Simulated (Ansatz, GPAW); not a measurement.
# A 10-layer slab of Ir(110): converging a work function

Wanted: a convergence study on the slab a 10-layer slab of Ir(110).

Calculated with GPAW 26.7.0 and Ansatz 0.2.0; Ansatz plane waves; slab in vacuum with a dipole correction, relaxation, in the first sound run; inputs show where later runs differ.

**1. Starting point**

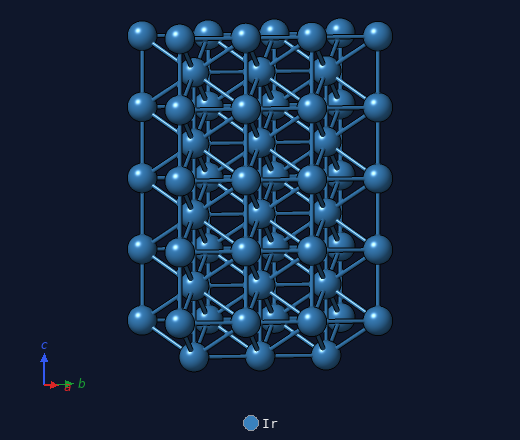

The cell as given, from the side, with the c axis up (iridium blue). 1×3×1 cells are drawn. Some periodic images of atoms are drawn too.

The cell holds 10 atoms: 10 Ir. Cell: a = 3.840 Å, b = 2.715 Å, c = 28.219 Å, α = 90.0°, β = 90.0°, γ = 90.0°. Vacuum lies along c.

As a file:

```cif
data_structure
_symmetry_space_group_name_H-M 'P 1'
_symmetry_Int_Tables_number 1
_cell_length_a 3.8400
_cell_length_b 2.7153
_cell_length_c 28.2188
_cell_angle_alpha 90.000
_cell_angle_beta 90.000
_cell_angle_gamma 90.000
_cell_volume 294.23
loop_
_atom_site_label
_atom_site_type_symbol
_atom_site_fract_x
_atom_site_fract_y
_atom_site_fract_z
_atom_site_occupancy
Ir1 Ir 0.50000 0.50000 0.28350 1
Ir2 Ir 0.00000 0.00000 0.33161 1
Ir3 Ir 0.50000 0.50000 0.37972 1
Ir4 Ir 0.00000 0.00000 0.42783 1
Ir5 Ir 0.50000 0.50000 0.47594 1
Ir6 Ir 0.00000 0.00000 0.52406 1
Ir7 Ir 0.50000 0.50000 0.57217 1
Ir8 Ir 0.00000 0.00000 0.62028 1
Ir9 Ir 0.50000 0.50000 0.66839 1
Ir10 Ir 0.00000 0.00000 0.71650 1
```

**2. Relaxation**

Forces are removed first; all later runs use this geometry. The lowest 5 atoms are held at bulk positions and keep their forces.

The input, input.yaml:

```yaml
crystal:
  lattice:
    - [3.84, 0.0, 0.0]
    - [0.0, 2.7152900398, 0.0]
    - [0.0, 0.0, 28.2188051789]
  atoms:
    - { symbol: Ir, position: [0.5, 0.5, 0.2834988919] }
    - { symbol: Ir, position: [0.0, 0.0, 0.3316102493] }
    - { symbol: Ir, position: [0.5, 0.5, 0.3797216066] }
    - { symbol: Ir, position: [0.0, 0.0, 0.427832964] }
    - { symbol: Ir, position: [0.5, 0.5, 0.4759443213] }
    - { symbol: Ir, position: [0.0, 0.0, 0.5240556787] }
    - { symbol: Ir, position: [0.5, 0.5, 0.572167036] }
    - { symbol: Ir, position: [0.0, 0.0, 0.6202783934] }
    - { symbol: Ir, position: [0.5, 0.5, 0.6683897507] }
    - { symbol: Ir, position: [0.0, 0.0, 0.7165011081] }
kpoints:
  mp_grid: { grid: [8, 12, 1] }
hamiltonian:
  xc: pbe
scf:
  occupations: { method: fermi_dirac, width: 0.1 }
efield:
  axis: 3
  dipole_correction: true
  ramp_width: 0.05
relax:
  f_tol: 0.02
  max_steps: 60
  constraints: [{ sites: [0, 1, 2, 3, 4] }]
output:
  write_potential: true
  write_density: true
  volumetric_format: npy
```

Command:

```console
$ ansatz run input.yaml --threads 4 --pin off --max-ram 8192MiB --backend cpu --events-out ev --progress --plain --runs-dir out
```

Numbers of over 12 decimals in the logs are rounded to 6 here.

The program printed:

```text
Engine: ansatz 0.2.0, aarch64-unknown-linux-gnu
Pseudopotentials: kind: paw
Pseudopotential: Ir, paw, valence charge 17, recommended cutoff 420 eV (normal), Ir.paw.azcp
Functional definition: PBE
  parameter kappa = 0.804
  parameter beta = 0.066725
  exchange = pbe_x(kappa = kappa, mu = beta*pi^2/3)
  correlation = pbe_c(beta = beta)
Crystal: 10 atoms, lattice volume = 294.229 Å³
Basis set: ecut = 420 eV, 5787 PW (Γ), exchange–correlation on 54×40×384 points (8 copies of the dense FFT grid, shifted against one another)
Bands: 102, of which v1, the nominal top of the filled ones, is band 85 counted from 1 (84 counted from 0)
Symmetry: 4 space group operations
k-points: 35 of 96
Non-local potential: Ir, projectors of the file, l = 0: 3, l = 1: 2, l = 2: 2, l = 3: 1
PAW form: soft (Blöchl's): semilocal exchange-correlation on the pseudo side does not see the compensation charge
PAW one-centre angular grid: Ir, 590 points (default); XC on 64 Gauss nodes
Initial density: superposition of atomic densities (neutral atoms: chi_scale 0, normalization atom), corrected by the library's trained network
Initial wavefunctions: pseudopotential atomic-orbital guess
Functional: x = pbe(κ = 0.804, μ = 0.219515), c = pbe(β = 0.066725)
SCF iter   1: F=—  HF=-119349.437611 eV  |F-HF|=—  |Δ(HF+E_count)|=         —  Δρ=1.46e-2  dr2=1.20e1  ethr=1.77e-3  p=0.000 e·Å  D=1.57e-13 V/Å  ΔV_dip=-0.00 eV  dr2_dipole=1.28e-7  V_vac-E_F(+/−)=4.67/4.67 eV  ⟨swp⟩=7.1  Hψ=14438  notcnv=0  defer=38
efield: sawtooth ramp at fractional position 0.9750 (placed from the atoms, in the widest stretch of the axis that holds none; the zero of the levels goes with the place), width 0.0500; the density the first Hamiltonian is built on has a dipole p = 0.000 e·Å; the dipole correction subtracts the counter field D = 1.57e-13 V/Å, which shifts the + side's vacuum level by -0.00 eV against the − side's; the planar-averaged density in the ramp window peaks in size at 2.5e-5 e/Å³
preconditioner: auto → LDOS  [metal: Δε(μ)=0.020 eV  Ē_g=6.201 eV  σ=0.100 eV  W_gap=0.05  n_scr=74 (ndim 8)  ℏωp=20.5 eV  f_vac=0.466  D(μ)=11.21/eV (n_scr^D=82)  β→1.0]
SCF iter   2: F=—  HF=-119349.299593 eV  |F-HF|=—  |Δ(HF+E_count)|=   1.38e-1  Δρ=3.53e-3  dr2=1.79e-1  ethr=1.77e-3  p=0.000 e·Å  D=1.95e-7 V/Å  ΔV_dip=-0.00 eV  dr2_dipole=1.29e-6  V_vac-E_F(+/−)=5.03/5.03 eV  ⟨swp⟩=1.9  Hψ=4213  notcnv=0  defer=57
SCF iter   3: F=—  HF=-119349.295321 eV  |F-HF|=—  |Δ(HF+E_count)|=   4.27e-3  Δρ=1.20e-3  dr2=7.62e-3  ethr=1.05e-4  p=0.000 e·Å  D=5.44e-6 V/Å  ΔV_dip=-0.00 eV  dr2_dipole=1.74e-6  V_vac-E_F(+/−)=5.00/5.00 eV  ⟨swp⟩=2.0  Hψ=4995  notcnv=0  defer=65
SCF iter   4: F=—  HF=-119349.293383 eV  |F-HF|=—  |Δ(HF+E_count)|=   1.94e-3  Δρ=3.18e-4  dr2=6.54e-4  ethr=4.48e-6  p=-0.000 e·Å  D=-4.38e-7 V/Å  ΔV_dip=0.00 eV  dr2_dipole=1.25e-9  V_vac-E_F(+/−)=5.03/5.03 eV  ⟨swp⟩=2.7  Hψ=5829  notcnv=0  defer=65
SCF iter   5: F=—  HF=-119349.293359 eV  |F-HF|=—  |Δ(HF+E_count)|=   2.48e-5  Δρ=8.59e-5  dr2=8.52e-5  ethr=3.84e-7  p=0.000 e·Å  D=1.62e-6 V/Å  ΔV_dip=-0.00 eV  dr2_dipole=8.73e-9  V_vac-E_F(+/−)=5.03/5.03 eV  ⟨swp⟩=2.7  Hψ=5944  notcnv=0  defer=61
SCF iter   6: F=-119349.293355 eV  HF=-119349.293360 eV  |F-HF|=5.17e-6  |Δ(HF+E_count)|=   1.22e-6  Δρ=3.04e-5  dr2=8.33e-6  ethr=5.88e-9  p=-0.000 e·Å  D=-3.80e-7 V/Å  ΔV_dip=0.00 eV  dr2_dipole=2.54e-9  V_vac-E_F(+/−)=5.04/5.04 eV  ⟨swp⟩=12.0  Hψ=35794  notcnv=0
SCF 1 converged in 6 iterations: F = -119349.293355 eV  dr2 = 8.33e-6
  greatest PAW one-centre occupation: 1.000 electrons in one spin orbital (limit 2), on the Ir atom at site 5 (counted from 0), in its partial waves of l = 0
relax step   1: F+E_penalty+E_count = -119349.29335457 eV  Δ(F+E_penalty+E_count) = +0.000e0 eV  max|allowed force component| = 1.218e0 eV/Å  Δτ_max = 0.0000 Å  (6 SCF iters, dr2 threshold 1.00e-5 eV, accepted)
Initial density: handed on by an earlier stage of this run
Initial wavefunctions: those handed on with the density
iter 1 solved again at ethr=1.02e-3 eV; its pass at ethr=3.10e-3 eV (dr2=1.73e0 eV) is discarded
SCF iter   1: F=—  HF=-119349.327706 eV  |F-HF|=—  |Δ(HF+E_count)|=         —  Δρ=1.09e-2  dr2=1.66e0  ethr=1.02e-3  p=-0.000 e·Å  D=-4.79e-7 V/Å  ΔV_dip=0.00 eV  dr2_dipole=9.28e-1  V_vac-E_F(+/−)=5.02/5.02 eV  ⟨swp⟩=1.3  Hψ=13305  notcnv=0  defer=35
efield: sawtooth ramp at fractional position 0.9750 (handed on by an earlier solve), width 0.0500; the density the first Hamiltonian is built on has a dipole p = -0.000 e·Å; the dipole correction subtracts the counter field D = -4.79e-7 V/Å, which shifts the + side's vacuum level by +0.00 eV against the − side's; the planar-averaged density in the ramp window peaks in size at 1.9e-6 e/Å³
preconditioner: auto → LDOS  [metal: Δε(μ)=0.011 eV  Ē_g=6.268 eV  σ=0.100 eV  W_gap=0.03  n_scr=74 (ndim 8)  ℏωp=20.5 eV  f_vac=0.467  D(μ)=11.55/eV (n_scr^D=82)  β→1.0]
SCF iter   2: F=—  HF=-119349.292024 eV  |F-HF|=—  |Δ(HF+E_count)|=   3.57e-2  Δρ=2.99e-3  dr2=6.64e-2  ethr=9.76e-4  p=0.018 e·Å  D=1.12e-2 V/Å  ΔV_dip=-0.32 eV  dr2_dipole=2.27e-2  V_vac-E_F(+/−)=4.76/5.07 eV  ⟨swp⟩=2.4  Hψ=4496  notcnv=0  defer=35
SCF iter   3: F=—  HF=-119349.286151 eV  |F-HF|=—  |Δ(HF+E_count)|=   5.87e-3  Δρ=1.15e-3  dr2=9.45e-3  ethr=3.90e-5  p=0.013 e·Å  D=8.11e-3 V/Å  ΔV_dip=-0.23 eV  dr2_dipole=7.25e-4  V_vac-E_F(+/−)=4.83/5.06 eV  ⟨swp⟩=2.6  Hψ=6237  notcnv=0  defer=49
SCF iter   4: F=—  HF=-119349.284276 eV  |F-HF|=—  |Δ(HF+E_count)|=   1.88e-3  Δρ=4.03e-4  dr2=1.18e-3  ethr=5.56e-6  p=0.015 e·Å  D=9.17e-3 V/Å  ΔV_dip=-0.26 eV  dr2_dipole=1.14e-4  V_vac-E_F(+/−)=4.81/5.06 eV  ⟨swp⟩=2.6  Hψ=5840  notcnv=0  defer=49
SCF iter   5: F=—  HF=-119349.284251 eV  |F-HF|=—  |Δ(HF+E_count)|=   2.53e-5  Δρ=1.47e-4  dr2=1.16e-4  ethr=6.91e-7  p=0.015 e·Å  D=9.19e-3 V/Å  ΔV_dip=-0.26 eV  dr2_dipole=5.60e-7  V_vac-E_F(+/−)=4.80/5.06 eV  ⟨swp⟩=2.5  Hψ=5537  notcnv=0  defer=49
SCF iter   6: F=-119349.284250 eV  HF=-119349.284260 eV  |F-HF|=1.05e-5  |Δ(HF+E_count)|=   9.58e-6  Δρ=5.36e-5  dr2=1.45e-5  ethr=5.46e-8  p=0.015 e·Å  D=9.22e-3 V/Å  ΔV_dip=-0.26 eV  dr2_dipole=1.97e-6  V_vac-E_F(+/−)=4.80/5.06 eV  ⟨swp⟩=12.2  Hψ=35883  notcnv=0
SCF 2 converged in 6 iterations: F = -119349.284250 eV  dr2 = 1.45e-5
  greatest PAW one-centre occupation: 1.000 electrons in one spin orbital (limit 2), on the Ir atom at site 8 (counted from 0), in its partial waves of l = 0
[...]
SCF iter   5: F=—  HF=-119349.396520 eV  |F-HF|=—  |Δ(HF+E_count)|=   1.38e-5  Δρ=5.97e-5  dr2=2.14e-5  ethr=1.02e-7  p=0.007 e·Å  D=4.52e-3 V/Å  ΔV_dip=-0.13 eV  dr2_dipole=2.38e-7  V_vac-E_F(+/−)=4.93/5.06 eV  ⟨swp⟩=2.5  Hψ=5511  notcnv=0  defer=63
SCF iter   6: F=—  HF=-119349.396148 eV  |F-HF|=—  |Δ(HF+E_count)|=   3.71e-4  Δρ=2.12e-5  dr2=1.87e-6  ethr=9.53e-9  p=0.007 e·Å  D=4.45e-3 V/Å  ΔV_dip=-0.13 eV  dr2_dipole=7.22e-8  V_vac-E_F(+/−)=4.93/5.06 eV  ⟨swp⟩=2.5  Hψ=5454  notcnv=0  defer=63
SCF iter   7: F=—  HF=-119349.396149 eV  |F-HF|=—  |Δ(HF+E_count)|=   3.85e-7  Δρ=6.90e-6  dr2=2.52e-7  ethr=8.32e-10  p=0.007 e·Å  D=4.43e-3 V/Å  ΔV_dip=-0.13 eV  dr2_dipole=1.65e-8  V_vac-E_F(+/−)=4.93/5.06 eV  ⟨swp⟩=3.0  Hψ=6512  notcnv=0  defer=63
SCF iter   8: F=-119349.396149 eV  HF=-119349.396149 eV  |F-HF|=1.38e-8  |Δ(HF+E_count)|=   2.13e-8  Δρ=2.09e-6  dr2=1.53e-8  ethr=4.45e-11  p=0.007 e·Å  D=4.43e-3 V/Å  ΔV_dip=-0.12 eV  dr2_dipole=2.41e-9  V_vac-E_F(+/−)=4.93/5.06 eV  ⟨swp⟩=11.3  Hψ=28149  notcnv=0
SCF 3 converged in 8 iterations: F = -119349.396149 eV  dr2 = 1.53e-8
relax step   3: F+E_penalty+E_count = -119349.39614860 eV  Δ(F+E_penalty+E_count) = -1.028e-1 eV  max|allowed force component| = 1.697e-1 eV/Å  Δτ_max = 0.0944 Å  (8 SCF iters, accepted)
[...]
relax step   4: F+E_penalty+E_count = -119349.40143257 eV  Δ(F+E_penalty+E_count) = -5.284e-3 eV  max|allowed force component| = 6.038e-2 eV/Å  Δτ_max = 0.0383 Å  (6 SCF iters, dr2 threshold 1.80e-6 eV, accepted)
SCF iter   1: F=—  HF=-119349.402051 eV  |F-HF|=—  |Δ(HF+E_count)|=         —  Δρ=2.97e-4  dr2=1.34e-3  ethr=8.90e-6  p=0.006 e·Å  D=3.93e-3 V/Å  ΔV_dip=-0.11 eV  dr2_dipole=9.09e-4  V_vac-E_F(+/−)=4.95/5.06 eV  ⟨swp⟩=2.1  Hψ=6085  notcnv=0  defer=59
efield: sawtooth ramp at fractional position 0.9750 (handed on by an earlier solve), width 0.0500; the density the first Hamiltonian is built on has a dipole p = 0.006 e·Å; the dipole correction subtracts the counter field D = 3.93e-3 V/Å, which shifts the + side's vacuum level by -0.11 eV against the − side's; the planar-averaged density in the ramp window peaks in size at 4.1e-6 e/Å³
preconditioner: auto → LDOS  [metal: Δε(μ)=0.006 eV  Ē_g=6.234 eV  σ=0.100 eV  W_gap=0.01  n_scr=74 (ndim 8)  ℏωp=20.5 eV  f_vac=0.465  D(μ)=11.51/eV (n_scr^D=82)  β→1.0]
SCF iter   2: F=—  HF=-119349.402027 eV  |F-HF|=—  |Δ(HF+E_count)|=   2.39e-5  Δρ=1.58e-4  dr2=1.60e-4  ethr=7.86e-7  p=0.006 e·Å  D=3.55e-3 V/Å  ΔV_dip=-0.10 eV  dr2_dipole=1.17e-6  V_vac-E_F(+/−)=4.96/5.06 eV  ⟨swp⟩=2.0  Hψ=5661  notcnv=0  defer=59
SCF iter   3: F=—  HF=-119349.402019 eV  |F-HF|=—  |Δ(HF+E_count)|=   7.69e-6  Δρ=1.08e-4  dr2=1.11e-4  ethr=9.43e-8  p=0.006 e·Å  D=3.75e-3 V/Å  ΔV_dip=-0.11 eV  dr2_dipole=2.54e-6  V_vac-E_F(+/−)=4.95/5.06 eV  ⟨swp⟩=3.0  Hψ=7265  notcnv=0  defer=59
SCF iter   4: F=—  HF=-119349.402001 eV  |F-HF|=—  |Δ(HF+E_count)|=   1.82e-5  Δρ=1.60e-5  dr2=2.56e-6  ethr=6.53e-8  p=0.006 e·Å  D=3.69e-3 V/Å  ΔV_dip=-0.10 eV  dr2_dipole=5.83e-8  V_vac-E_F(+/−)=4.95/5.06 eV  ⟨swp⟩=2.2  Hψ=5246  notcnv=0  defer=59
SCF iter   5: F=—  HF=-119349.401639 eV  |F-HF|=—  |Δ(HF+E_count)|=   3.62e-4  Δρ=6.61e-6  dr2=3.51e-7  ethr=1.51e-9  p=0.006 e·Å  D=3.68e-3 V/Å  ΔV_dip=-0.10 eV  dr2_dipole=1.07e-8  V_vac-E_F(+/−)=4.95/5.06 eV  ⟨swp⟩=2.1  Hψ=5533  notcnv=0  defer=59
SCF iter   6: F=-119349.401639 eV  HF=-119349.401639 eV  |F-HF|=1.17e-8  |Δ(HF+E_count)|=   1.55e-7  Δρ=2.07e-6  dr2=1.93e-8  ethr=5.88e-11  p=0.006 e·Å  D=3.68e-3 V/Å  ΔV_dip=-0.10 eV  dr2_dipole=1.81e-10  V_vac-E_F(+/−)=4.95/5.06 eV  ⟨swp⟩=11.6  Hψ=28571  notcnv=0
SCF 5 converged in 6 iterations: F = -119349.401639 eV  dr2 = 1.93e-8
relax step   5: F+E_penalty+E_count = -119349.40163898 eV  Δ(F+E_penalty+E_count) = -2.064e-4 eV  max|allowed force component| = 5.417e-3 eV/Å  Δτ_max = 0.0057 Å  (6 SCF iters, accepted)
NSCF: frozen V_eff on 35 k-points
the band table was solved once a step of the walk had ended and its energy, with any forces and stress, was formed, with the checks that follow a solve (17727 applications of the Hamiltonian). They found nothing against the state; the energy, forces and stress were not computed again (output.eigenvalues in the input reference)
WARN: The input density's exchange-correlation potential varies sharply where the density is thin. Do not read a vacuum level from v_tot or v_xc, or from such a field of the output density. On a cell that repeats whose density bears no net charge and no dipole along the vacuum's axis use v_es (v_loc + v_h of the components); under efield.dipole_correction with no amplitude use v_es + v_field, which holds any external [...]
SCF converged after 6 iterations
Free energy (F): -119349.401639 eV
Harris-Foulkes:  -119349.401639 eV  (|F-HF|=1.17e-8)
Internal energy: -119349.021977 eV  (E = F + TS)
E sigma→0 (E₀):  -119349.211808 eV
Entropy (-TS):   -0.379662 eV (-37.966 meV/atom)
Fermi energy:    9.772154 eV
Dipole field:    D = 0.003670 V/Å  (p = 0.005967 e·Å, saw-weighted, corrected)
Work function:   Φ+ = 4.9551 eV   Φ− = 5.0587 eV
Levels:          The Fermi level and band energies are counted from a zero that moves with the ramp; work functions are not
--- Per-component energies (eV) ---
  E_band       = -3502.290513
  E_kinetic    = 6222.019955
  E_local      = -326171.730464  (includes V_loc(G=0)·N_el)
  E_nonlocal   = 729.121877
  E_hartree    = 160515.334688
  E_xc         = -2673.949097
  E_vxc        = -2993.010705  (∫ρ·V_xc dr)
  E_paw        = -92234.433613  (= ΣΔE_a)
  E_vpaw       = -2319.367410  (= ΣTr[D̂ρ^β])
  E_aug_tail   = 0.000565  (compensation charges beyond the density's cutoff)
  E_efield     = 0.000011  (sawtooth field / dipole correction)
  E_vefield    = -0.014219  (∫n·V_field dr)
  E_ewald      = 134264.614100
  E_smearing   = -0.379662  (= −TS)
  E_closure    = 0.000000  (closes the sum)
  Σ components = -119349.401639   (vs F -119349.401639, Δ=0.00e0)
--- Forces (eV/Å), atoms counted from 1 ---
  atom   1  Ir     0.00000000     0.00000000     1.12718452
  atom   2  Ir     0.00000000    -0.00000000    -1.21283398
  atom   3  Ir     0.00000000    -0.00000000    -0.28086574
  atom   4  Ir     0.00000000     0.00000000     0.39127740
  atom   5  Ir     0.00000000    -0.00000000    -0.02243282
  atom   6  Ir     0.00000000     0.00000000     0.00059137
  atom   7  Ir     0.00000000     0.00000000     0.00349518
  atom   8  Ir     0.00000000    -0.00000000    -0.00541658
  atom   9  Ir     0.00000000     0.00000000     0.00271687
  atom  10  Ir     0.00000000    -0.00000000    -0.00366512
  max |Σ_I F_I| component: 5.11e-5 eV/Å
--- Band table (eV; the first three rows and the last of 35) ---
  k-point 0: bands = [... 81 lower, 8.8520, 8.8646, 8.8996, 9.1454, 9.3720, 9.4234, 10.0237, 10.1088, ... 13 higher]
  k-point 1: bands = [... 81 lower, 8.6712, 8.8915, 8.9741, 9.3670, 9.3942, 9.4730, 9.9507, 9.9685, ... 13 higher]
  k-point 2: bands = [... 81 lower, 8.9285, 8.9633, 9.0378, 9.3225, 9.3847, 9.5182, 9.6946, 9.8313, ... 13 higher]
  k-point 34: bands = [... 81 lower, 10.4334, 10.4562, 10.5035, 10.5448, 10.6076, 10.6678, 10.6887, 10.7628, ... 13 higher]
--- Relaxed structure (5 steps of the walk, 4 accepted, 0 SCFs on fresh bases) ---
  F+E_penalty+E_count = -119349.40163898 eV   max|allowed force component| = 5.417e-3 eV/Å
  atoms:
    - { symbol: Ir, position: [0.5, 0.500000, 0.2834988919] }
    - { symbol: Ir, position: [0.0, 0.0, 0.331610] }
    - { symbol: Ir, position: [0.5, 0.500000, 0.3797216066] }
    - { symbol: Ir, position: [0.0, 0.0, 0.427832964] }
    - { symbol: Ir, position: [0.5, 0.500000, 0.475944] }
    - { symbol: Ir, position: [0.0, 9.53563306086455e-19, 0.525709] }
    - { symbol: Ir, position: [0.5, 0.500000, 0.573200] }
    - { symbol: Ir, position: [0.0, 8.196307684165287e-19, 0.621699] }
    - { symbol: Ir, position: [0.5, 0.500000, 0.673294] }
    - { symbol: Ir, position: [0.0, -5.318000695771946e-19, 0.715579] }
```

The job ended after 4.1 min (4 threads of Arm Neoverse N1, shared host; peak memory 1.3 GiB; 16 min of CPU time).

Step by step:

```csv
step,energy less that of the first step (eV),largest force component (eV/Å)
1,0.0000,1.2182
2,0.0091,1.7901
3,-0.1028,0.1697
4,-0.1081,0.0604
5,-0.1083,0.0054
```

Relaxation step 2 was tried and not accepted.

The run keeps the 4 symmetry operations that it works with, so distortions that break them were not tested.

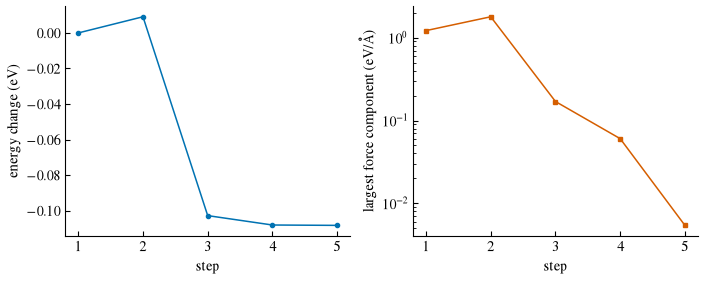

Energy and largest force along the relaxation.

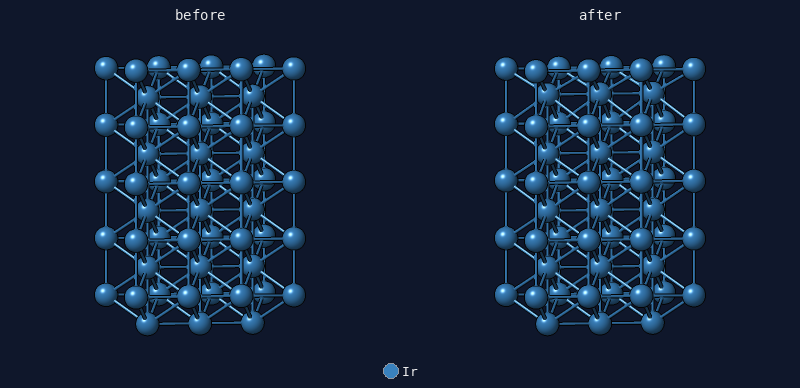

Before and after, at one scale.

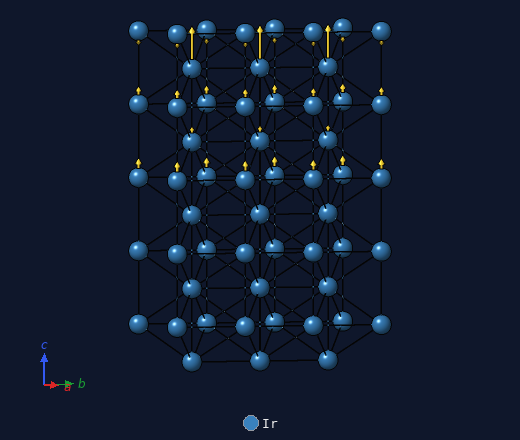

Displacements in the relaxation, exaggerated; the longest in the cell stands for 0.14 Å. 1×3×1 cells are drawn. Some periodic images of atoms are drawn too.

The atoms that moved most (Å):

```
atom     dx     dy      dz  length
 Ir9  0.000  0.000   0.138   0.138
 Ir6  0.000  0.000   0.047   0.047
 Ir8  0.000  0.000   0.040   0.040
 Ir7  0.000  0.000   0.029   0.029
Ir10  0.000  0.000  -0.026   0.026
```

Numbers from this step:

* free energy: -119349.4016 eV
* smearing term TS: 0.3797 eV
* symmetry operations: 4
* upper work function: 4.955 eV
* lower work function: 5.059 eV
* dipole along the normal: 0.005967 e·Å
* dipole field: 0.003670 V/Å
* vacuum level above: 14.73 eV
* vacuum level below: 14.83 eV

The electrostatic potential energy of an electron (with the applied field's), less the Fermi level, planar mean oscillates, so the rows of the table below give means over windows of 1.32 Å about each position, cut where the curve ends. Its maxima inside the range that stand out by 2 % of the span (Å: eV): 8.7: -11.4, 10.0: -12.1, 11.5: -12.2, 12.8: -12.1, 14.1: -11.2, 15.4: -12.5, 16.9: -11.8, 18.2: -10.1. Its minima: 8.1: -13.8, 9.4: -14.9, 10.7: -15.1, 12.1: -15.0, 13.4: -14.9, 14.8: -15.0, 16.2: -15.0, 17.5: -14.7, 19.1: -15.4.

Table of electrostatic potential energy of an electron (with the applied field's), less the Fermi level, planar mean by z; means over each step:

```csv
z (Å),"electrostatic potential energy of an electron (with the applied field's), less the Fermi level, planar mean (eV)"
0.66,5.04
1.98,5.06
3.30,5.06
4.62,5.05
5.94,4.74
7.26,-3.43
8.58,-12.8
9.90,-13.5
11.22,-13.5
12.54,-13.5
13.86,-13.0
15.18,-13.6
16.50,-13.4
17.82,-12.6
19.14,-14.5
20.46,-9.78
21.78,3.81
23.10,4.92
24.42,4.95
25.74,4.95
27.06,4.96
```

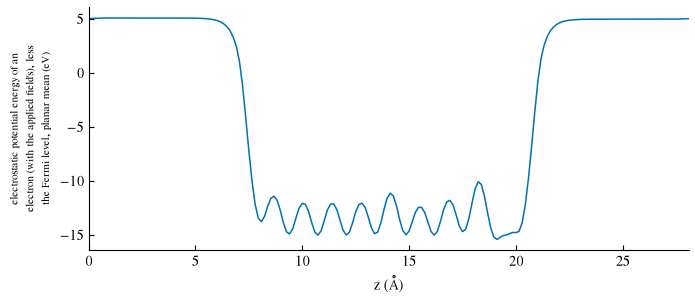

Electrostatic potential energy of an electron (with the applied field's), less the Fermi level, planar mean against z.

(Part 1 of 3 ends here.)

[Logs are printed without paths, hosts, clocks, repeated set-up lines and the standing remarks that a program may print on its own settings, such as how far it seeks lower states.]

[Hosts, paths, dates, database ids (printed as entryN), source tags and the programs' standing remarks are cut or masked in the printed files.]
